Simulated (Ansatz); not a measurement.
Single-point calculation, with input and output: C₂H₅Ge

C₂H₅Ge, multiplicity 2, computed with UKS PBE0-D4/def2-TZVPP (Ansatz 0.2.0).

The geometry comes from this level: PBE0-D4/def2-TZVP.

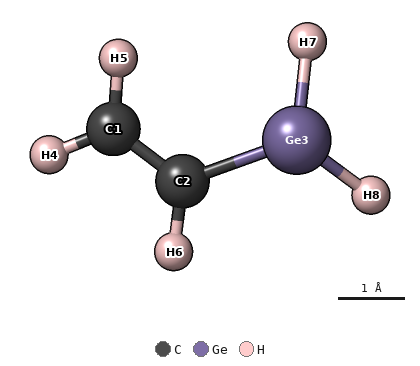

The structure as given in the input (ball-and-stick view, seen on its broad side; atoms are numbered from 1 in the order of the input). Sticks mark near contacts.

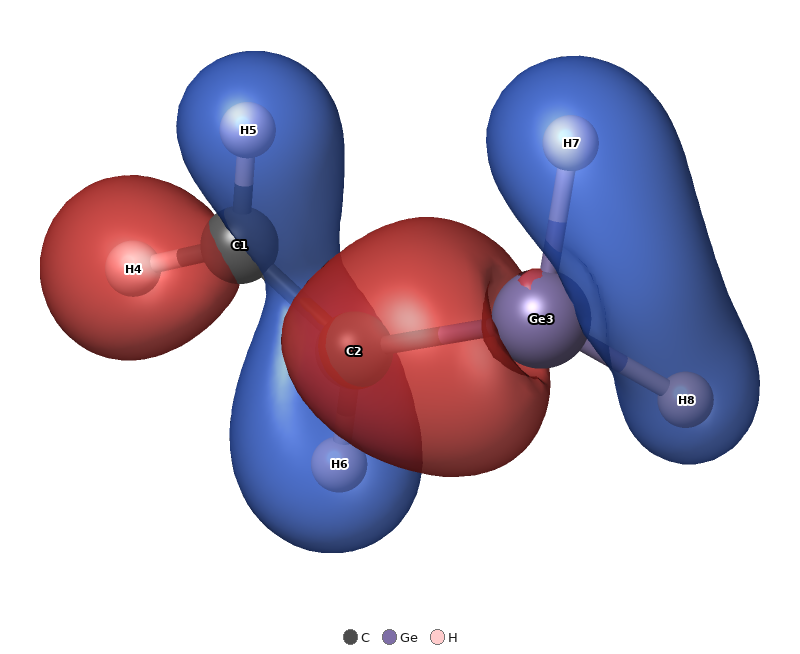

One frontier orbital at ±0.1 Å⁻³ᐟ² (red and blue are the two phases), seen at a tilt. The HOMO−1 (β), at −8.90 eV. Its weight (Hirshfeld) is mainly on C2 (30 %), Ge3 (25 %), C1 (10 %) and H6 (10 %).

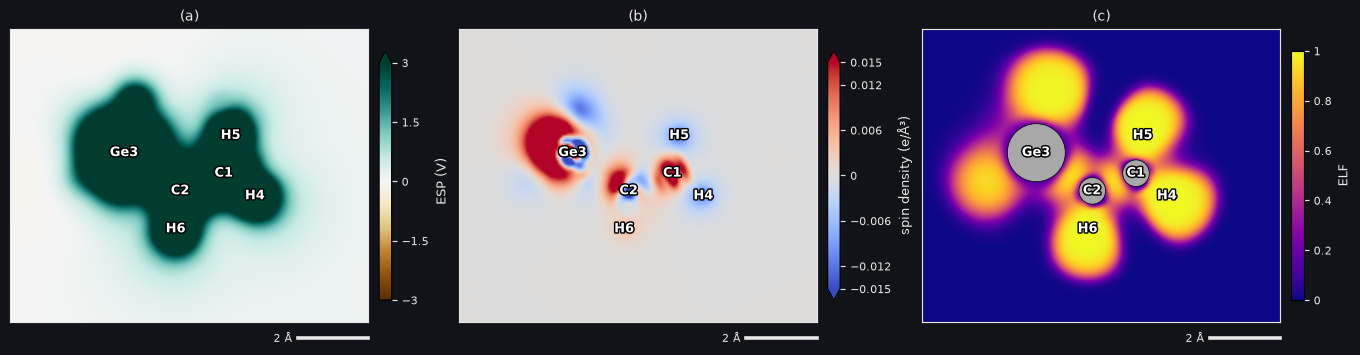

(a) electrostatic potential; (b) spin density; (c) ELF on the plane of atoms C1, C2 and Ge3. Grey discs, where drawn, cover atomic cores. Atoms in the plane: C, Ge and H. C–C (1.33 Å): the ELF peaks at about 0.95 between the atoms; a double or triple bond. C–Ge (1.92 Å): the ELF peaks at about 0.95 in the valence shell of C, 0.7 Å from its nucleus, and is about 0.65 at the midpoint. C–H (1.09 Å): the ELF climbs to about 1 towards the hydrogen, as it does in any bond to H (a covalent bond by its length). The unpaired spin (1 electron) lies mostly on Ge3 (about 0.8) and C1 (about 0.1), in electrons by Hirshfeld's partition. The potential has no marked negative region in this plane.

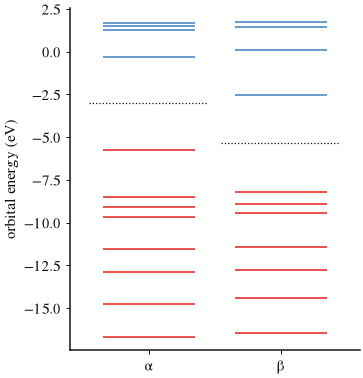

Orbital energies near the frontier for α and β spins; the dotted line parts filled from empty levels, and levels within 0.02 eV of each other stand side by side. α: highest filled −5.73 eV, lowest empty −0.30 eV, 5.43 eV apart; β: highest filled −8.20 eV, lowest empty −2.53 eV, 5.67 eV apart.

The input that produced these results follows, with the program's output.

## Input file
```yaml
crystal:
  periodic: [false, false, false]
  atoms:
    - {symbol: C, position_ang: [-0.562366, 1.104140, -0.571678]}
    - {symbol: C, position_ang: [-0.575458, 0.045870, 0.240681]}
    - {symbol: Ge, position_ang: [0.997796, -0.936213, 0.736775]}
    - {symbol: H, position_ang: [-1.466856, 1.660754, -0.800157]}
    - {symbol: H, position_ang: [0.348949, 1.453166, -1.048769]}
    - {symbol: H, position_ang: [-1.514543, -0.250786, 0.702391]}
    - {symbol: H, position_ang: [2.146158, -0.697594, -0.264046]}
    - {symbol: H, position_ang: [0.718420, -2.436535, 0.948904]}
basis:
  gaussian: {orbitals: def2-TZVPP}
magnetization: {spin_polarized: true, initial_magnetization: 1}
hamiltonian: {xc: pbe0, dispersion: d4}
output: {orbitals: {seedname: orbitals}}
```

Run as:
```bash
ansatz run in.yaml --threads 4 --pin off --events-out ev --progress --plain --max-ram 10444MiB
```

## Log
```
Functional definition: PBE0
  name "PBE0"
  cite "Adamo & Barone, J. Chem. Phys. 110, 6158 (1999) doi:10.1063/1.478522"
  cite "Perdew, Burke & Ernzerhof, Phys. Rev. Lett. 77, 3865 (1996) doi:10.1103/PhysRevLett.77.3865"
  parent pbe
  parameter a = 0.25
  parameter kappa = 0.804
  parameter beta = 0.06672455060314922
  exchange = (1 - a)*pbe_x(kappa = kappa, mu = beta*pi^2/3) + a*exact_x
  correlation = pbe_c(beta = beta)
1056 factors; their error is unknown
mean field evaluation 1: about -58650.2725 eV, gradient 4.7e1 eV
mean field evaluation 2: about -58609.9775 eV, gradient 8.9e1 eV
mean field evaluation 4: about -58662.3079 eV, gradient 3.7e0 eV
mean field evaluation 8: about -58662.4064 eV, gradient 9.6e-2 eV
mean field evaluation 16: about -58662.6796 eV, gradient 6.5e-4 eV
mean field -58662.67963216 eV, -2155.8137134894 hartree, gradient 2.5e-5 eV, S^2 0.760076; 0 other end points of the search recorded, 0 dependent functions left out
reference -58662.67966076 eV, -2155.8137145405 hartree; 25, 24 occupied and 155, 156 virtual orbitals, 1056 factors
Total energy: -58662.79465079 eV, -2155.8179403460 hartree
```

## Summary

| quantity | value |
| --- | --- |
| outcome | converged |
| total energy | −58662.7947 eV |
| mean-field energy | −58662.6797 eV |
| dispersion energy | −0.1150 eV |
| ⟨S²⟩ | 0.760 |
| SCF solution under orbital rotations | stable |
| HOMO (either spin) | −5.73 eV |
| LUMO (either spin) | −2.53 eV |
| hardware | 4 threads of Intel Xeon, 163 GiB of memory available, shared host |
| wall time | 2.4 s (CPU time 8.2 s) |
| peak memory | 0.48 GiB |
